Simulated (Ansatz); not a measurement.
C$_{7}$H$_{10}$F$_{3}$GaO$_{2}$ (SMILES CC1=CC(C(F)(F)F)=[O+][Ga-]([CH3])([CH3])[O]1)

```tsv
atom	x (Å)	y (Å)	z (Å)
C	-1.5210	-2.3724	1.3159
C	-0.8626	-1.2023	0.6594
C	-1.6599	-0.2252	0.0326
C	-1.1385	0.8874	-0.5995
C	-2.1033	1.8885	-1.2517
F	-1.9549	3.0923	-0.7001
F	-3.3835	1.5349	-1.1203
F	-1.8418	1.9942	-2.5538
O	0.0679	1.2253	-0.7305
Ga	1.6011	0.2032	-0.0252
C	2.4853	-0.6129	-1.5717
C	2.2865	1.2144	1.5069
O	0.3961	-1.1750	0.7163
H	-1.1448	-3.2916	0.8604
H	-2.6058	-2.3417	1.2354
H	-1.2312	-2.3963	2.3692
H	-2.7306	-0.3524	0.0461
H	3.2015	-1.3750	-1.2564
H	3.0278	0.1363	-2.1524
H	1.7509	-1.0847	-2.2275
H	1.4677	1.5187	2.1618
H	2.8115	2.1142	1.1787
H	2.9864	0.6131	2.0915
```

Geometry: PBE0-D4/def2-TZVP.

Level of theory: Ansatz 0.2.0, RKS PBE0-D4/def2-TZVPP.

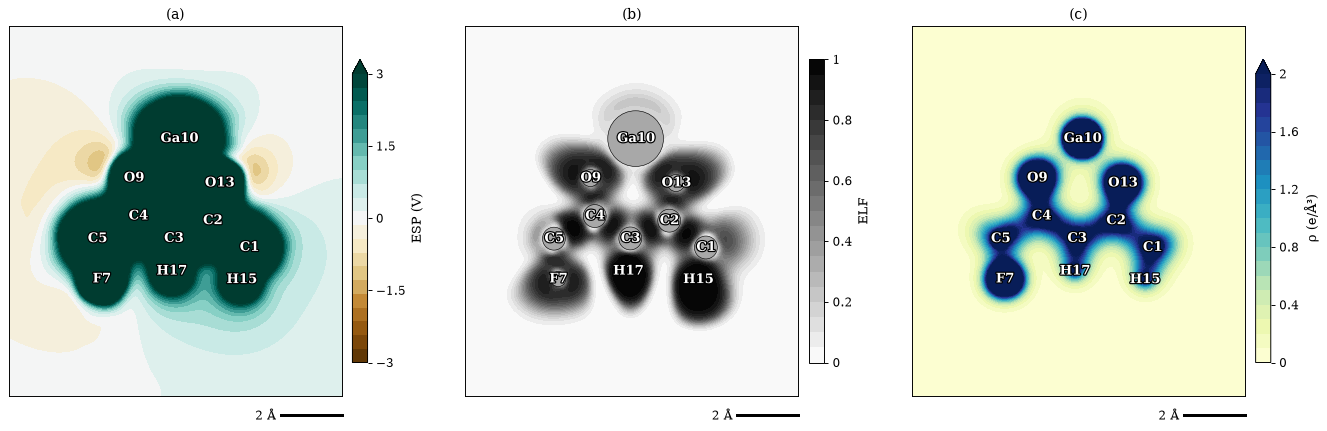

Figure 1. (a) molecular electrostatic potential; (b) electron localisation function; (c) total electron density on the plane of atoms C2, C3 and C4. Grey discs cover the atomic cores in the ELF map.

Question: Read the bonding off the picture.

Answer:
- The plane passes through C, F, O, Ga and H nuclei.
- C–O (1.26 Å): ρ is about 3 e/Å³ halfway; the ELF peaks at about 0.85 between the atoms: a polar covalent bond.
- C–F (1.33 Å): ρ is about 2.4 e/Å³ halfway; the ELF peaks at about 0.85 between the atoms, as expected for a polar covalent bond.
- C–C (1.38 Å): ρ is about 2.2 e/Å³ halfway; the ELF peaks at about 0.95 between the atoms, as expected for a covalent bond.
- Ga–O (1.97 Å): ρ is about 0.58 e/Å³ halfway; the ELF peaks at about 0.90 in the valence shell of O, 0.6 Å from its nucleus, and is about 0.25 at the midpoint.
- C–H (1.08 Å): ρ is about 2.1 e/Å³ halfway; the ELF climbs to about 1 towards the hydrogen, as it does in any bond to H: a covalent bond by its length.
- The ELF also peaks beside F7, O13 and O9, away from the bonds: lone-pair regions.
- Outside the dense part of the molecule the potential is most negative (−1.2 V) near O9.

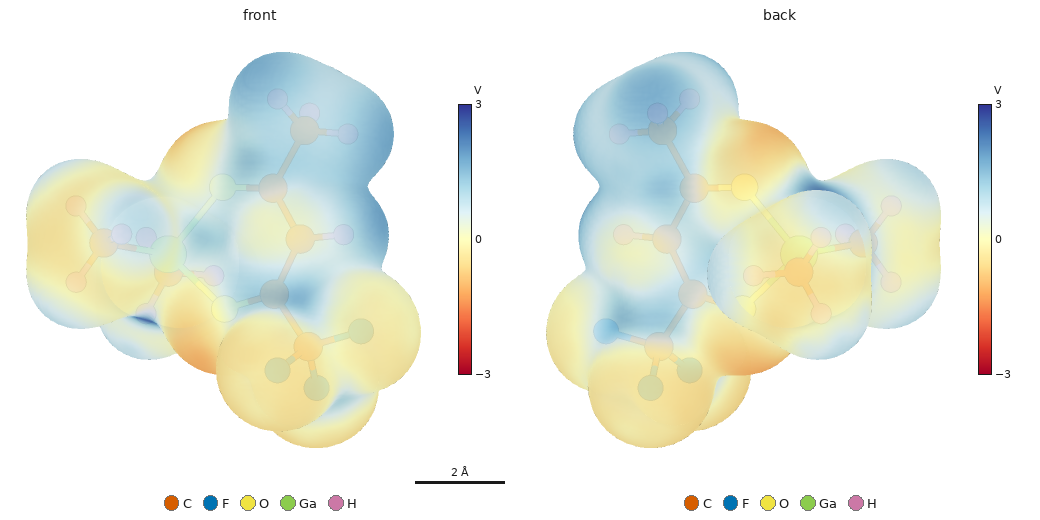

Figure 2. The electrostatic potential painted on the density surface at 0.004 e/bohr³, seen from the front and from behind; red is negative and blue positive.

Question: Where is the surface potential most negative and most positive?

Answer: The most negative region (about −1.1 V) lies over O9, the most positive (about +2.1 V) over Ga10. O9 is the likeliest acceptor of a hydrogen bond.

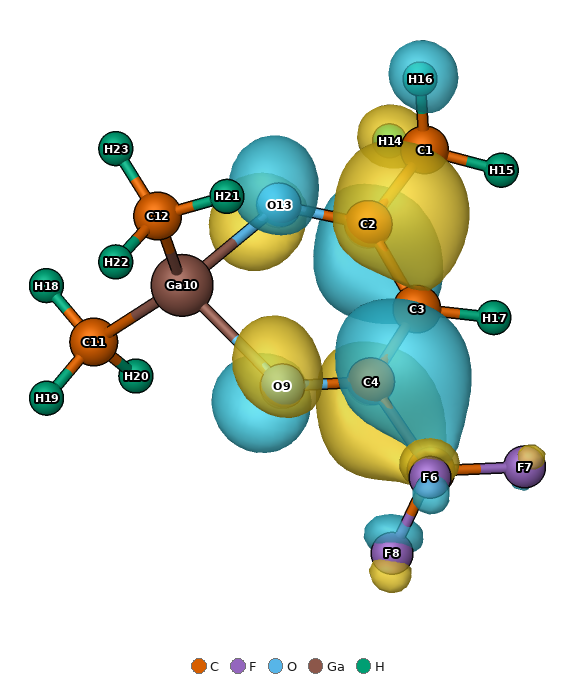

Figure 3. The LUMO at ±0.1 Å⁻³ᐟ² (yellow and cyan are the two phases), seen at a tilt.

Question: Describe this orbital and give its energy.

Answer: By Hirshfeld shares it lies mainly on C4 (about 25 %), C2 (about 25 %), O9 (about 15 %), O13 (about 10 %) and C3 (about 10 %). Its energy is −2.27 eV.
